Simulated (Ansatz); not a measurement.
**CH₉N₃OSi: small, medium and large basis sets**

How large a basis does CH₉N₃OSi need? Two functionals are run in growing sets.

Computed with Ansatz 0.2.0, Gaussian basis. Level: one geometry, several basis sets.

Plan: PBE0-D4/def2-SVP; ωB97M-V/def2-SVP; PBE0-D4/def2-QZVPP; ωB97M-V/def2-QZVPP; the functionals' def2-TZVPP values are taken from earlier runs.

### Step 1. Structure used throughout

The geometry comes from an earlier relaxation with PBE0-D4 in a triple-zeta def2 set; it is a stationary point, not always the lowest conformer.

SMILES `CO[Si](N)(N)N`, 15 atoms, charge 0, spin multiplicity 1.

Atoms are counted from 1 here; the program's logs count them from 0.

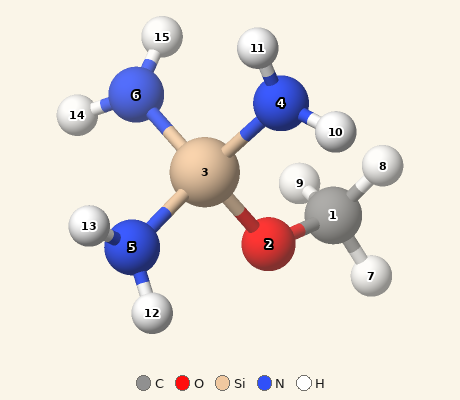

The structure; carbon grey, oxygen red, silicon light orange, nitrogen blue, hydrogen white; atoms are numbered from 1 in the order of the file.

Coordinates:

```
C     0.2121   -0.9516    1.9389
O     0.4468    0.2079    1.1830
Si    0.0005    0.3692   -0.3930
N     0.8026   -0.8924   -1.2371
N     0.3516    2.0189   -0.6597
N    -1.6332    0.1491   -0.8263
H     0.7053   -0.8401    2.9071
H     0.6072   -1.8469    1.4456
H    -0.8596   -1.1028    2.1147
H     1.7744   -1.0788   -1.0500
H     0.5805   -1.0692   -2.2028
H     1.0352    2.4763   -0.0803
H     0.3111    2.4186   -1.5814
H    -2.3159    0.8572   -0.6173
H    -2.0404   -0.7661   -0.9119
```

### Step 2. PBE0-D4 in def2-SVP

in.yaml reads:

```yaml
crystal:
  periodic: [false, false, false]
  atoms:
    - {symbol: C, position_ang: [0.212081, -0.951558, 1.938875]}
    - {symbol: O, position_ang: [0.446781, 0.207901, 1.182956]}
    - {symbol: Si, position_ang: [0.000542, 0.369152, -0.393047]}
    - {symbol: N, position_ang: [0.802627, -0.892362, -1.237056]}
    - {symbol: N, position_ang: [0.351642, 2.018940, -0.659702]}
    - {symbol: N, position_ang: [-1.633237, 0.149092, -0.826328]}
    - {symbol: H, position_ang: [0.705295, -0.840085, 2.907060]}
    - {symbol: H, position_ang: [0.607179, -1.846946, 1.445633]}
    - {symbol: H, position_ang: [-0.859648, -1.102815, 2.114677]}
    - {symbol: H, position_ang: [1.774436, -1.078791, -1.049992]}
    - {symbol: H, position_ang: [0.580470, -1.069214, -2.202848]}
    - {symbol: H, position_ang: [1.035219, 2.476259, -0.080347]}
    - {symbol: H, position_ang: [0.311099, 2.418621, -1.581387]}
    - {symbol: H, position_ang: [-2.315884, 0.857157, -0.617291]}
    - {symbol: H, position_ang: [-2.040402, -0.766150, -0.911902]}
basis:
  gaussian: {orbitals: def2-SVP}
hamiltonian: {xc: pbe0, dispersion: d4}
output: {orbitals: {seedname: orbitals}}
```

The run is started by

```bash
ansatz run in.yaml --threads 4 --pin off --events-out ev --progress --plain --max-ram 11315MiB
```

Standard output:

```text
Functional definition: PBE0
  name "PBE0"
  cite "Adamo & Barone, J. Chem. Phys. 110, 6158 (1999) doi:10.1063/1.478522"
  cite "Perdew, Burke & Ernzerhof, Phys. Rev. Lett. 77, 3865 (1996) doi:10.1103/PhysRevLett.77.3865"
  parent pbe
  parameter a = 0.25
  parameter kappa = 0.804
  parameter beta = 0.06672455060314922
  exchange = (1 - a)*pbe_x(kappa = kappa, mu = beta*pi^2/3) + a*exact_x
  correlation = pbe_c(beta = beta)
1535 factors; their error is unknown
mean field evaluation 1: about -15546.5661 eV, gradient 8.8e1 eV
mean field evaluation 2: about -15539.6044 eV, gradient 1.0e2 eV
mean field evaluation 4: about -15561.5531 eV, gradient 3.4e0 eV
mean field evaluation 8: about -15561.5765 eV, gradient 2.6e-2 eV
mean field evaluation 16: about -15561.6172 eV, gradient 1.6e-5 eV
mean field -15561.61715298 eV, -571.8788823291 hartree, gradient 1.6e-5 eV, S^2 0.000000; 0 other end points of the search recorded, 0 dependent functions left out
reference -15561.61718357 eV, -571.8788834534 hartree; 29, 29 occupied and 104, 104 virtual orbitals, 1535 factors
Total energy: -15561.90582382 eV, -571.8894907867 hartree
```

It took 1.4 s on 4 threads of Arm Neoverse V2, shared host; peak memory 0.34 GiB.

### Step 3. ωB97M-V in def2-SVP

Changes to in.yaml since step 2:

```diff
@@ -20,3 +20,3 @@
   gaussian: {orbitals: def2-SVP}
-hamiltonian: {xc: pbe0, dispersion: d4}
+hamiltonian: {xc: {name: wB97M-V}}
 output: {orbitals: {seedname: orbitals}}
```

The command is unchanged.

Standard output, cut to the lines that bear on the results:

```text
Functional definition: wB97M-V
  name "wB97M-V"
  cite "Mardirossian & Head-Gordon, J. Chem. Phys. 144, 214110 (2016) doi:10.1063/1.4952647"
  cite "Becke, J. Chem. Phys. 107, 8554 (1997) doi:10.1063/1.475007"
  cite "Vydrov & Van Voorhis, J. Chem. Phys. 133, 244103 (2010) doi:10.1063/1.3521275"
  # Of w^i u^j: cxij and so on, Table III.
[...]
  gx(w, u) = 1 - cx + cx01*u + cx10*w
  gss(w, u) = css00 + css04*u^4 + css10*w + css20*w^2 + css43*w^4*u^3
  gos(w, u) = cos00 + cos10*w + (cos20 + cos21*u)*w^2 + (cos60 + cos61*u)*w^6
[...]
      + integral(e_c_pw_mod_opposite_spin*gos(b97_w_opposite, b97_u_opposite)) + vv10(b, c)
1535 factors; their error is unknown
394 factors; integrals over basis functions are off by at most 7.7e-6 eV
[...]
mean field -15569.95897615 eV, -572.1854386761 hartree, gradient 2.8e-5 eV, S^2 0.000000; 0 other end points of the search recorded, 0 dependent functions left out
reference -15569.95902379 eV, -572.1854404271 hartree; 29, 29 occupied and 104, 104 virtual orbitals, 1535 factors
Total energy: -15569.95902379 eV, -572.1854404271 hartree
```

Run time: 6.5 s. Hardware: 4 threads of Arm Neoverse V2, shared host; peak memory 0.47 GiB.

### Step 4. PBE0-D4 in def2-QZVPP

Changes to in.yaml since step 3:

```diff
@@ -19,4 +19,4 @@
 basis:
-  gaussian: {orbitals: def2-SVP}
-hamiltonian: {xc: {name: wB97M-V}}
+  gaussian: {orbitals: "def2-QZVPP.json"}
+hamiltonian: {xc: pbe0, dispersion: d4}
 output: {orbitals: {seedname: orbitals}}
```

Launched as before.

Standard output:

```text
Functional definition: PBE0
  name "PBE0"
  cite "Adamo & Barone, J. Chem. Phys. 110, 6158 (1999) doi:10.1063/1.478522"
  cite "Perdew, Burke & Ernzerhof, Phys. Rev. Lett. 77, 3865 (1996) doi:10.1103/PhysRevLett.77.3865"
  parent pbe
  parameter a = 0.25
  parameter kappa = 0.804
  parameter beta = 0.06672455060314922
  exchange = (1 - a)*pbe_x(kappa = kappa, mu = beta*pi^2/3) + a*exact_x
  correlation = pbe_c(beta = beta)
1825 factors; their error is unknown
mean field evaluation 1: about -15554.5193 eV, gradient 1.1e2 eV
mean field evaluation 2: about -15536.4769 eV, gradient 1.4e2 eV
mean field evaluation 4: about -15574.7675 eV, gradient 6.8e0 eV
mean field evaluation 8: about -15574.8589 eV, gradient 3.4e-1 eV
mean field evaluation 16: about -15574.8590 eV, gradient 3.8e-5 eV
mean field -15574.85904162 eV, -572.3655127611 hartree, gradient 3.8e-5 eV, S^2 0.000000; 0 other end points of the search recorded, 0 dependent functions left out
reference -15574.85908382 eV, -572.3655143117 hartree; 29, 29 occupied and 596, 596 virtual orbitals, 1825 factors
Total energy: -15575.14772406 eV, -572.3761216450 hartree
```

Wall time 13 s (4 threads of Arm Neoverse V2, shared host); peak memory 2.9 GiB.

### Step 5. ωB97M-V in def2-QZVPP

Changes to in.yaml since step 4:

```diff
@@ -20,3 +20,3 @@
   gaussian: {orbitals: "def2-QZVPP.json"}
-hamiltonian: {xc: pbe0, dispersion: d4}
+hamiltonian: {xc: {name: wB97M-V}}
 output: {orbitals: {seedname: orbitals}}
```

Same command.

Standard output, cut to the lines that bear on the results:

```text
Functional definition: wB97M-V
  name "wB97M-V"
  cite "Mardirossian & Head-Gordon, J. Chem. Phys. 144, 214110 (2016) doi:10.1063/1.4952647"
  cite "Becke, J. Chem. Phys. 107, 8554 (1997) doi:10.1063/1.475007"
  cite "Vydrov & Van Voorhis, J. Chem. Phys. 133, 244103 (2010) doi:10.1063/1.3521275"
  # Of w^i u^j: cxij and so on, Table III.
[...]
  gx(w, u) = 1 - cx + cx01*u + cx10*w
  gss(w, u) = css00 + css04*u^4 + css10*w + css20*w^2 + css43*w^4*u^3
  gos(w, u) = cos00 + cos10*w + (cos20 + cos21*u)*w^2 + (cos60 + cos61*u)*w^6
[...]
      + integral(e_c_pw_mod_opposite_spin*gos(b97_w_opposite, b97_u_opposite)) + vv10(b, c)
1805 factors; their error is unknown
495 factors; integrals over basis functions are off by at most 6.8e-6 eV
[...]
mean field -15583.47934678 eV, -572.6823031324 hartree, gradient 1.9e-5 eV, S^2 0.000000; 0 other end points of the search recorded, 0 dependent functions left out
reference -15583.47941454 eV, -572.6823056226 hartree; 29, 29 occupied and 596, 596 virtual orbitals, 1805 factors
Total energy: -15583.47941454 eV, -572.6823056226 hartree
```

It took 30 s on 4 threads of Arm Neoverse V2, shared host; peak memory 3.2 GiB.

### Step 6. Density functionals: the series

The def2-TZVPP values come from earlier runs at the same geometry.

```
functional       basis  functions  energy (eV)  from the largest (eV)  HOMO (eV)  LUMO (eV)
   PBE0-D4    def2-SVP        133  -15561.9058                 13.242      -6.45       1.66
   PBE0-D4  def2-TZVPP        323  -15574.3824                  0.765      -6.78       0.85
   PBE0-D4  def2-QZVPP        625  -15575.1477                  0.000      -6.85       0.38
   ωB97M-V    def2-SVP        133  -15569.9590                 13.520      -8.84       3.24
   ωB97M-V  def2-TZVPP        323  -15582.7589                  0.720      -9.17       2.22
   ωB97M-V  def2-QZVPP        625  -15583.4794                  0.000      -9.24       1.51
```

### Step 7. What came out

| quantity | value |
| --- | --- |
| PBE0-D4: double and triple zeta above quadruple | 13.24, 0.77 eV |
| ωB97M-V: double and triple zeta above quadruple | 13.52, 0.72 eV |

What this shows: For PBE0-D4 the step from double to triple zeta gains 12.48 eV and the next only 0.77 eV. Total energies overstate the basis error of differences, where much of it tends to cancel. The LUMO of ωB97M-V is positive and keeps falling with the basis (3.24 to 1.51 eV): an unbound level that the basis holds in place.

For PBE0-D4 the largest set took about 9 times as long as the smallest (13 s against 1.4 s).
